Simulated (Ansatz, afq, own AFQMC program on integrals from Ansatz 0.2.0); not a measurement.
# CuCl+ (doublet): AFQMC on the coupled-cluster ladder, def2-SVP

How near does AFQMC come to the top of the ladder for CuCl+ (doublet)?

Method: def2-SVP, frozen cores; program: Ansatz 0.2.0, Gaussian basis, and an in-house AFQMC program (afq) on its integrals; all values are calculated.

Plan: PBE (unrestricted); r2SCAN (unrestricted); PBE0 (unrestricted); B3LYP (unrestricted); wB97M-V (unrestricted); B2PLYP (unrestricted); CCSD(T) on UHF; CCSDT(Q) on UHF; CCSD(T) on UHF; CCSD(T) on UHF; Phaseless AFQMC, CISD trial on UHF; Phaseless AFQMC, single-determinant trial on UHF.

1 further run of the same task is left out (it didn't finish).

## Step 1: What is computed

The geometry is a PBE0/def2-TZVP stationary point (not a proven minimum) of the parent state, kept for this charge and spin.

2 atoms, charge 1, spin multiplicity 2.

Atoms are counted from 1 here; the program's logs count them from 0.

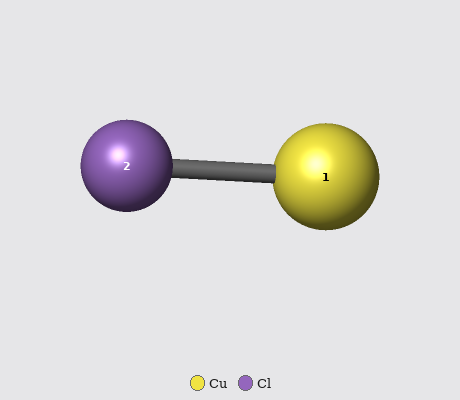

The structure; copper yellow, chlorine purple; atoms are numbered from 1 in the order of the file.

## Step 2: PBE (unrestricted)

File in.yaml:

```yaml
crystal:
  periodic: [false, false, false]
  atoms:
    - {symbol: Cu, position_ang: [0.000000, 0.000000, 0.000000]}
    - {symbol: Cl, position_ang: [0.000000, 0.000000, 2.140600]}
basis:
  gaussian: {orbitals: def2-SVP}
total_charge: 1
magnetization: {spin_polarized: true, initial_magnetization: 1}
hamiltonian: {xc: {name: PBE}}
output: {orbitals: {seedname: orbitals}}
```

Launch:

```sh
$ ansatz run in.yaml --threads 1 --pin off --events-out ev --progress --plain --max-ram 5632MiB --backend cpu
```

Output:

```text
Functional definition: PBE
  name "PBE"
  cite "Perdew, Burke & Ernzerhof, Phys. Rev. Lett. 77, 3865 (1996) doi:10.1103/PhysRevLett.77.3865"
  parent pbe
  parameter kappa = 0.804
  parameter beta = 0.06672455060314922
  exchange = pbe_x(kappa = kappa, mu = beta*pi^2/3)
  correlation = pbe_c(beta = beta)
579 factors; their error is unknown
mean field evaluation 1: about -57115.2506 eV, gradient 7.1e1 eV
mean field evaluation 2: about -56414.0249 eV, gradient 1.4e2 eV
mean field evaluation 4: about -57029.6294 eV, gradient 1.2e2 eV
mean field evaluation 8: about -57132.2977 eV, gradient 2.7e-2 eV
mean field evaluation 16: about -57125.9037 eV, gradient 3.0e1 eV
mean field evaluation 32: about -57131.6988 eV, gradient 1.9e-3 eV
mean field evaluation 64: about -57129.8605 eV, gradient 4.6e0 eV
mean field evaluation 96: about -57130.9698 eV, gradient 1.9e0 eV
mean field -57132.26597844 eV, -2099.5720490667 hartree, gradient 1.2e-5 eV, S^2 0.751578; 12 other end points of the search recorded, 0 dependent functions left out
reference -57132.26606598 eV, -2099.5720522841 hartree; 23, 22 occupied and 26, 27 virtual orbitals, 579 factors
Total energy: -57132.26606598 eV, -2099.5720522841 hartree
```

Run time: 7 s. Hardware: 1 thread of AMD EPYC 7R13 (Zen 3), shared host; peak memory 1.6 GiB.

From the report: ⟨S²⟩ of the determinant 0.752 (pure doublet: 0.75).

## Step 3: r2SCAN (unrestricted)

in.yaml: that of step 2 with these lines changed.

```diff
@@ -9,3 +9,2 @@
 magnetization: {spin_polarized: true, initial_magnetization: 1}
-hamiltonian: {xc: {name: PBE}}
-output: {orbitals: {seedname: orbitals}}
+hamiltonian: {xc: {name: r2SCAN}}
```

Launched as before.

Output, cut to the lines that bear on the results:

```text
Functional definition: r2SCAN
  name "r2SCAN"
  cite "Furness, Kaplan, Ning, Perdew & Sun, J. Phys. Chem. Lett. 11, 8208 (2020) doi:10.1021/acs.jpclett.0c02405"
  cite "Furness, Kaplan, Ning, Perdew & Sun, J. Phys. Chem. Lett. 11, 9248 (2020) doi:10.1021/acs.jpclett.0c03077"
  parent r2scan
[...]
579 factors; their error is unknown
[...]
mean field -57143.01968947 eV, -2099.9672406581 hartree, gradient 1.2e-5 eV, S^2 0.753120; 14 other end points of the search recorded, 0 dependent functions left out
reference -57143.01974095 eV, -2099.9672425499 hartree; 23, 22 occupied and 26, 27 virtual orbitals, 579 factors
Total energy: -57143.01974095 eV, -2099.9672425499 hartree
```

It took 14 s on 1 thread of AMD EPYC 7R13 (Zen 3), shared host; peak memory 1.6 GiB.

From the report: ⟨S²⟩ of the determinant 0.753 (pure doublet: 0.75).

## Step 4: PBE0 (unrestricted)

in.yaml: that of step 3 with these lines changed.

```diff
@@ -9,2 +9,3 @@
 magnetization: {spin_polarized: true, initial_magnetization: 1}
-hamiltonian: {xc: {name: r2SCAN}}
+hamiltonian: {xc: {name: PBE0}}
+output: {orbitals: {seedname: orbitals}}
```

Launched as before.

Output, cut to the lines that bear on the results:

```text
Functional definition: PBE0
  name "PBE0"
  cite "Adamo & Barone, J. Chem. Phys. 110, 6158 (1999) doi:10.1063/1.478522"
  cite "Perdew, Burke & Ernzerhof, Phys. Rev. Lett. 77, 3865 (1996) doi:10.1103/PhysRevLett.77.3865"
  parent pbe
[...]
506 factors; integrals over basis functions are off by at most 1.2e-3 eV
[...]
mean field -57133.38138910 eV, -2099.6130396526 hartree, gradient 1.0e-5 eV, S^2 0.753889; 4 other end points of the search recorded, 0 dependent functions left out
reference -57133.38145837 eV, -2099.6130421984 hartree; 23, 22 occupied and 26, 27 virtual orbitals, 506 factors
Total energy: -57133.38145837 eV, -2099.6130421984 hartree
```

It took 2.2 s on 1 thread of AMD EPYC 7R13 (Zen 3), shared host; peak memory 1.6 GiB.

From the report: ⟨S²⟩ of the determinant 0.754 (pure doublet: 0.75).

## Step 5: B3LYP (unrestricted)

in.yaml: that of step 4 with these lines changed.

```diff
@@ -9,3 +9,2 @@
 magnetization: {spin_polarized: true, initial_magnetization: 1}
-hamiltonian: {xc: {name: PBE0}}
-output: {orbitals: {seedname: orbitals}}
+hamiltonian: {xc: {name: B3LYP}}
```

The command is unchanged.

Output, cut to the lines that bear on the results:

```text
Functional definition: B3LYP
  name "B3LYP"
  cite "Stephens, Devlin, Chabalowski & Frisch, J. Phys. Chem. 98, 11623 (1994) doi:10.1021/j100096a001"
  cite "Becke, Phys. Rev. A 38, 3098 (1988) doi:10.1103/PhysRevA.38.3098"
  cite "Lee, Yang & Parr, Phys. Rev. B 37, 785 (1988) doi:10.1103/PhysRevB.37.785"
  cite "Vosko, Wilk & Nusair, Can. J. Phys. 58, 1200 (1980) doi:10.1139/p80-159"
[...]
506 factors; integrals over basis functions are off by at most 1.2e-3 eV
[...]
mean field -57145.76085382 eV, -2100.0679765899 hartree, gradient 4.8e-6 eV, S^2 0.753138; 3 other end points of the search recorded, 0 dependent functions left out
reference -57145.76114734 eV, -2100.0679873766 hartree; 23, 22 occupied and 26, 27 virtual orbitals, 506 factors
Total energy: -57145.76114734 eV, -2100.0679873766 hartree
```

It took 3.9 s on 1 thread of AMD EPYC 7R13 (Zen 3), shared host; peak memory 1.6 GiB.

From the report: ⟨S²⟩ of the determinant 0.753 (pure doublet: 0.75).

## Step 6: wB97M-V (unrestricted)

in.yaml: that of step 5 with these lines changed.

```diff
@@ -9,2 +9,3 @@
 magnetization: {spin_polarized: true, initial_magnetization: 1}
-hamiltonian: {xc: {name: B3LYP}}
+hamiltonian: {xc: {name: wB97M-V}}
+output: {orbitals: {seedname: orbitals}}
```

The command is unchanged.

Output, cut to the lines that bear on the results:

```text
Functional definition: wB97M-V
  name "wB97M-V"
  cite "Mardirossian & Head-Gordon, J. Chem. Phys. 144, 214110 (2016) doi:10.1063/1.4952647"
  cite "Becke, J. Chem. Phys. 107, 8554 (1997) doi:10.1063/1.475007"
  cite "Vydrov & Van Voorhis, J. Chem. Phys. 133, 244103 (2010) doi:10.1063/1.3521275"
  # Of w^i u^j: cxij and so on, Table III.
[...]
  gx(w, u) = 1 - cx + cx01*u + cx10*w
  gss(w, u) = css00 + css04*u^4 + css10*w + css20*w^2 + css43*w^4*u^3
  gos(w, u) = cos00 + cos10*w + (cos20 + cos21*u)*w^2 + (cos60 + cos61*u)*w^6
[...]
      + integral(e_c_pw_mod_opposite_spin*gos(b97_w_opposite, b97_u_opposite)) + vv10(b, c)
506 factors; integrals over basis functions are off by at most 1.2e-3 eV
86 factors; integrals over basis functions are off by at most 1.2e-4 eV
[...]
mean field -57141.14194404 eV, -2099.8982347864 hartree, gradient 1.4e-5 eV, S^2 0.753539; 4 other end points of the search recorded, 0 dependent functions left out
reference -57141.14203777 eV, -2099.8982382308 hartree; 23, 22 occupied and 26, 27 virtual orbitals, 506 factors
Total energy: -57141.14203777 eV, -2099.8982382308 hartree
```

Run time: 9.5 s. Hardware: 1 thread of AMD EPYC 7R13 (Zen 3), shared host; peak memory 1.6 GiB.

From the report: ⟨S²⟩ of the determinant 0.754 (pure doublet: 0.75).

## Step 7: B2PLYP (unrestricted)

in.yaml: that of step 6 with these lines changed.

```diff
@@ -9,3 +9,3 @@
 magnetization: {spin_polarized: true, initial_magnetization: 1}
-hamiltonian: {xc: {name: wB97M-V}}
-output: {orbitals: {seedname: orbitals}}
+hamiltonian: {xc: {name: B2PLYP}}
+correlation: {electrons: outside_noble_gas}
```

Launched as before.

Output, cut to the lines that bear on the results:

```text
Functional definition: B2PLYP
  name "B2PLYP"
  cite "Grimme, J. Chem. Phys. 124, 034108 (2006) doi:10.1063/1.2148954"
  cite "Becke, Phys. Rev. A 38, 3098 (1988) doi:10.1103/PhysRevA.38.3098"
  cite "Lee, Yang & Parr, Phys. Rev. B 37, 785 (1988) doi:10.1103/PhysRevB.37.785"
[...]
506 factors; integrals over basis functions are off by at most 1.2e-3 eV
[...]
mean field -57127.43526749 eV, -2099.3945237140 hartree, gradient 8.8e-6 eV, S^2 0.755296; 2 other end points of the search recorded, 0 dependent functions left out
14 core orbitals not correlated: weight in the atoms' cores, before any rotation towards them, 1.000 or more for the frozen orbitals, at most 0.000 for the correlated occupied ones
reference -57127.43540621 eV, -2099.3945288119 hartree; 9, 8 occupied and 26, 27 virtual orbitals, 506 factors
second order -13.48778476 eV of doubles, -0.00000000 eV of singles
Total energy: -57131.07710810 eV, -2099.5283588877 hartree
```

Run time: 2.8 s. Hardware: 1 thread of AMD EPYC 7R13 (Zen 3), shared host; peak memory 1.6 GiB.

From the report: ⟨S²⟩ of the determinant 0.755 (pure doublet: 0.75).

## Step 8: CCSD(T) on UHF

in.yaml: that of step 7 with these lines changed.

```diff
@@ -9,3 +9,2 @@
 magnetization: {spin_polarized: true, initial_magnetization: 1}
-hamiltonian: {xc: {name: B2PLYP}}
-correlation: {electrons: outside_noble_gas}
+correlation: {method: ccsd_t, electrons: outside_noble_gas, hamiltonian_folder: ham}
```

Launch:

```sh
$ ansatz run in.yaml --threads 1 --pin off --events-out ev --progress --plain --max-ram 16896MiB --backend cuda --devices 0, --max-vram 18GiB
```

Output, cut to the lines that bear on the results:

```text
Functional definition: HF
  name "HF"
  cite "Fock, Z. Phys. 61, 126 (1930) doi:10.1007/BF01340294"
  parent pbe
[...]
506 factors; integrals over basis functions are off by at most 1.2e-3 eV
[...]
mean field -57083.71817401 eV, -2097.7879501611 hartree, gradient 1.8e-6 eV, S^2 0.756691; 32 other end points of the search recorded, 0 dependent functions left out
determinant -57083.71817401 eV, -2097.7879501611 hartree, with singles and doubles -57094.12117178 eV, -2098.1702532776 hartree
determinant -57083.58370884 eV, -2097.7830086570 hartree, with singles and doubles -57093.37987494 eV, -2098.1430111212 hartree
determinant -57083.38623775 eV, -2097.7757517284 hartree, with singles and doubles -57092.79172000 eV, -2098.1213968258 hartree
determinant -57083.18994261 eV, -2097.7685380151 hartree, with singles and doubles -57092.28553331 eV, -2098.1027948079 hartree
[...]
determinant -57081.25264546 eV, -2097.6973436579 hartree, with singles and doubles -57089.77382682 eV, -2098.0104912972 hartree
determinant -57081.17686843 eV, -2097.6945589034 hartree, with singles and doubles -57089.66626442 eV, -2098.0065384517 hartree
determinant -57080.85025924 eV, -2097.6825562373 hartree, with singles and doubles -57091.85278351 eV, -2098.0868915463 hartree
14 core orbitals not correlated: weight in the atoms' cores, before any rotation towards them, 1.000 or more for the frozen orbitals, at most 0.000 for the correlated occupied ones
reference -57083.71817401 eV, -2097.7879501611 hartree; 9, 8 occupied and 26, 27 virtual orbitals, 506 factors
second order -10.81600426 eV of doubles, -0.00000000 eV of singles
cycle   1  -10.40485055 eV  change   -1.9e-3 eV  update   8.9e-3
[...]
cycle  11  -10.42053212 eV  change    2.6e-6 eV  update   9.7e-6
perturbative correction -0.35485801 eV, -0.0130407914 hartree
Total energy: -57094.49356415 eV, -2098.1839384447 hartree
```

Run time: 42 s. Hardware: 1 × NVIDIA H100 80GB HBM3 with 1 thread of AMD EPYC 7R13 (Zen 3), shared host; peak host memory 1.6 GiB.

From the report: ⟨S²⟩ of the determinant 0.757 (pure doublet: 0.75); correlation -10.7754 eV; T1 0.038; largest double amplitude 0.04.

This run also writes the integrals to the folder ham.

## Step 9: CCSDT(Q) on UHF

in.yaml: that of step 8 with these lines changed.

```diff
@@ -9,2 +9,2 @@
 magnetization: {spin_polarized: true, initial_magnetization: 1}
-correlation: {method: ccsd_t, electrons: outside_noble_gas, hamiltonian_folder: ham}
+correlation: {method: ccsdt_q, electrons: outside_noble_gas}
```

Same command.

Output, cut to the lines that bear on the results:

```text
Functional definition: HF
  name "HF"
  cite "Fock, Z. Phys. 61, 126 (1930) doi:10.1007/BF01340294"
  parent pbe
[...]
838 factors; integrals over basis functions are off by at most 2.4e-7 eV
[...]
mean field -57083.71849090 eV, -2097.7879618063 hartree, gradient 2.5e-6 eV, S^2 0.756691; 33 other end points of the search recorded, 0 dependent functions left out
determinant -57083.71849090 eV, -2097.7879618063 hartree, with singles and doubles -57094.12151719 eV, -2098.1702659712 hartree
determinant -57083.58396997 eV, -2097.7830182535 hartree, with singles and doubles -57093.38020014 eV, -2098.1430230722 hartree
determinant -57083.38648530 eV, -2097.7757608256 hartree, with singles and doubles -57092.79194572 eV, -2098.1214051209 hartree
determinant -57083.19019250 eV, -2097.7685471983 hartree, with singles and doubles -57092.28579781 eV, -2098.1028045284 hartree
[...]
determinant -57081.25287999 eV, -2097.6973522769 hartree, with singles and doubles -57089.77407987 eV, -2098.0105005963 hartree
determinant -57081.17709774 eV, -2097.6945673306 hartree, with singles and doubles -57089.66651108 eV, -2098.0065475162 hartree
determinant -57080.85053919 eV, -2097.6825665252 hartree, with singles and doubles -57091.85302241 eV, -2098.0869003256 hartree
14 core orbitals not correlated: weight in the atoms' cores, before any rotation towards them, 1.000 or more for the frozen orbitals, at most 0.000 for the correlated occupied ones
reference -57083.71849090 eV, -2097.7879618063 hartree; 9, 8 occupied and 26, 27 virtual orbitals, 838 factors
second order -10.81605265 eV of doubles, -0.00000000 eV of singles
cycle   1  -9.86715124 eV  change    9.5e-1 eV  update   1.3e-1
[...]
cycle  24  -10.79980341 eV  change    4.8e-8 eV  update   2.1e-6
perturbative correction 0.05692551 eV, 0.0020919740 hartree
Total energy: -57094.46136880 eV, -2098.1827552875 hartree
```

Run time: 48 s. Hardware: 1 × NVIDIA H100 80GB HBM3 with 1 thread of AMD EPYC 7R13 (Zen 3), shared host; peak host memory 1.6 GiB.

From the report: ⟨S²⟩ of the determinant 0.757 (pure doublet: 0.75); correlation -10.7429 eV; T1 0.041; largest double amplitude 0.06.

## Step 10: CCSD(T) on UHF

File in.yaml:

```yaml
crystal:
  periodic: [false, false, false]
  atoms:
    - {symbol: Cu, position_ang: [0.000000, 0.000000, 0.000000]}
    - {symbol: Cl, position_ang: [0.000000, 0.000000, 2.140600]}
basis:
  gaussian: {orbitals: def2-TZVPP}
total_charge: 1
magnetization: {spin_polarized: true, initial_magnetization: 1}
correlation: {method: ccsd_t, electrons: outside_noble_gas}
```

The command is unchanged.

Output, cut to the lines that bear on the results:

```text
Functional definition: HF
  name "HF"
  cite "Fock, Z. Phys. 61, 126 (1930) doi:10.1007/BF01340294"
  parent pbe
[...]
701 factors; integrals over basis functions are off by at most 1.4e-3 eV
[...]
mean field -57094.38279634 eV, -2098.1798678028 hartree, gradient 1.5e-6 eV, S^2 0.755289; 33 other end points of the search recorded, 0 dependent functions left out
determinant -57094.38279634 eV, -2098.1798678028 hartree, with singles and doubles -57109.71754586 eV, -2098.7434094534 hartree
determinant -57094.18270772 eV, -2098.1725146818 hartree, with singles and doubles -57110.49386166 eV, -2098.7719385330 hartree
determinant -57094.18218665 eV, -2098.1724955327 hartree, with singles and doubles -57109.39708405 eV, -2098.7316326993 hartree
determinant -57093.96860838 eV, -2098.1646466760 hartree, with singles and doubles -57108.89909186 eV, -2098.7133318236 hartree
[...]
determinant -57090.91223759 eV, -2098.0523271213 hartree, with singles and doubles -57105.25977708 eV, -2098.5795894722 hartree
determinant -57090.90746107 eV, -2098.0521515874 hartree, with singles and doubles -57105.19416116 eV, -2098.5771781317 hartree
determinant -57094.38279634 eV, -2098.1798678028 hartree, with singles and doubles -57109.81651982 eV, -2098.7470466792 hartree
determinant -57094.18270772 eV, -2098.1725146818 hartree, with singles and doubles -57110.37309808 eV, -2098.7675005531 hartree
14 core orbitals not correlated: weight in the atoms' cores, before any rotation towards them, 1.000 or more for the frozen orbitals, at most 0.000 for the correlated occupied ones
reference -57094.18270772 eV, -2098.1725146818 hartree; 9, 8 occupied and 83, 84 virtual orbitals, 701 factors
second order -17.24433972 eV of doubles, -0.00000000 eV of singles
cycle   1  -16.19039377 eV  change   -3.4e-6 eV  update   2.0e-6
perturbative correction -0.63592244 eV, -0.0233697185 hartree
Total energy: -57111.00902393 eV, -2098.7908703972 hartree
```

Wall time 35 s (1 × NVIDIA H100 80GB HBM3 with 1 thread of AMD EPYC 7R13 (Zen 3), shared host); peak host memory 1.6 GiB.

From the report: ⟨S²⟩ of the determinant 0.761 (pure doublet: 0.75); correlation -16.8263 eV; T1 0.035; largest double amplitude 0.04.

## Step 11: CCSD(T) on UHF

in.yaml: that of step 10 with these lines changed.

```diff
@@ -6,3 +6,3 @@
 basis:
-  gaussian: {orbitals: def2-TZVPP}
+  gaussian: {orbitals: "def2-QZVPP.json"}
 total_charge: 1
```

Launched as before.

Output, cut to the lines that bear on the results:

```text
Functional definition: HF
  name "HF"
  cite "Fock, Z. Phys. 61, 126 (1930) doi:10.1007/BF01340294"
  parent pbe
[...]
1109 factors; integrals over basis functions are off by at most 1.4e-3 eV
[...]
mean field -57095.96014562 eV, -2098.2378343199 hartree, gradient 2.0e-6 eV, S^2 0.755303; 33 other end points of the search recorded, 0 dependent functions left out
determinant -57095.96014562 eV, -2098.2378343199 hartree, with singles and doubles -57112.40949865 eV, -2098.8423368936 hartree
determinant -57095.75787330 eV, -2098.2304009489 hartree, with singles and doubles -57112.10237419 eV, -2098.8310502783 hartree
determinant -57095.65381428 eV, -2098.2265768506 hartree, with singles and doubles -57113.05982568 eV, -2098.8662359713 hartree
determinant -57095.53822792 eV, -2098.2223291303 hartree, with singles and doubles -57111.63721661 eV, -2098.8139560525 hartree
[...]
determinant -57092.48757666 eV, -2098.1102197643 hartree, with singles and doubles -57107.93639935 eV, -2098.6779535266 hartree
determinant -57092.47817863 eV, -2098.1098743930 hartree, with singles and doubles -57107.87242673 eV, -2098.6756025760 hartree
determinant -57095.96014562 eV, -2098.2378343199 hartree, with singles and doubles -57112.44509364 eV, -2098.8436449856 hartree
determinant -57095.65381428 eV, -2098.2265768506 hartree, with singles and doubles -57112.92290484 eV, -2098.8612042235 hartree
14 core orbitals not correlated: weight in the atoms' cores, before any rotation towards them, 1.000 or more for the frozen orbitals, at most 0.000 for the correlated occupied ones
reference -57095.65381428 eV, -2098.2265768506 hartree; 9, 8 occupied and 147, 148 virtual orbitals, 1109 factors
second order -18.43985407 eV of doubles, -0.00000000 eV of singles
cycle   1  -17.26908654 eV  change    4.0e-6 eV  update   2.4e-6
perturbative correction -0.77677635 eV, -0.0285460044 hartree
Total energy: -57113.69967717 eV, -2098.8897500798 hartree
```

Wall time 32 s (1 × NVIDIA H100 80GB HBM3 with 1 thread of AMD EPYC 7R13 (Zen 3), shared host); peak host memory 1.6 GiB.

From the report: ⟨S²⟩ of the determinant 0.761 (pure doublet: 0.75); correlation -18.0459 eV; T1 0.037; largest double amplitude 0.03.

(Part 1 of 2 ends here.)
